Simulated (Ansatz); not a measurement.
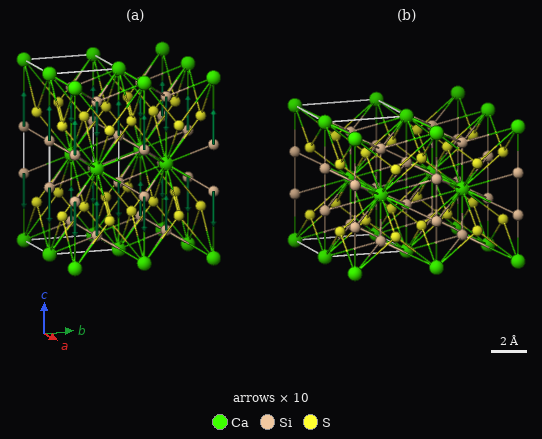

The structure of a crystal of CaSi2S2 (a generated structure, set up in I4/mmm) (coarse preliminary run) before (left) and after (right) a relaxation, at one scale. The green arrows give the displacements (the part carried along by the change of the cell is left out), 10 times their true length.

The picture is a ball-and-stick view of the conventional cell (2 times the calculation's cell), repeated 2 × 2 × 1 with one cell outlined, seen slightly off an axis. Lengths and directions refer to the drawn axes.

The calculation used DFT PBE, scalar-relativistic, plane waves, PAW (Ansatz 0.2.0). Set-up: plane-wave cutoff 420 eV; k-point mesh 6 × 6 × 6; occupations gaussian; smearing width 0.1 eV; no spin polarisation; cell and atoms relaxed; force threshold 0.04 eV/Å; at most 70 steps.

> Summarise the run.

The largest moves relative to the cell, 0.22 Å, are those of Si atoms. Ca and S stay in place. The volume changes by +3.3 %, with a = b 4.299 → 5.058 Å (+17.7 %), c 10.741 → 8.015 Å (−25.4 %). Some distances before and after: Ca–Si 3.977 → 2.752 Å, Ca–Si 3.344 → 3.791 Å, Si–Si 2.788 → 2.511 Å, Ca–S 3.440 → 3.227 Å. Bond angles that change, for instance: Ca–S–Ca 77.4° → 103.2°, Ca–S–Ca 127.6° → 112.7°. The space group stays I4/mmm (No. 139). After 8 accepted moves (10 points after the start) the energy has fallen by 272 meV per atom. The largest force component goes from 0.45 to 0.012 eV/Å. Pressure: 1.09 GPa at the start and 0.19 GPa at the end. The line search rejected the trial step at point 7 of the run. The SCF was repeated once at an unchanged geometry on a basis and grid sized afresh for the cell, which shifted the energy by 3.5 meV per atom at most.
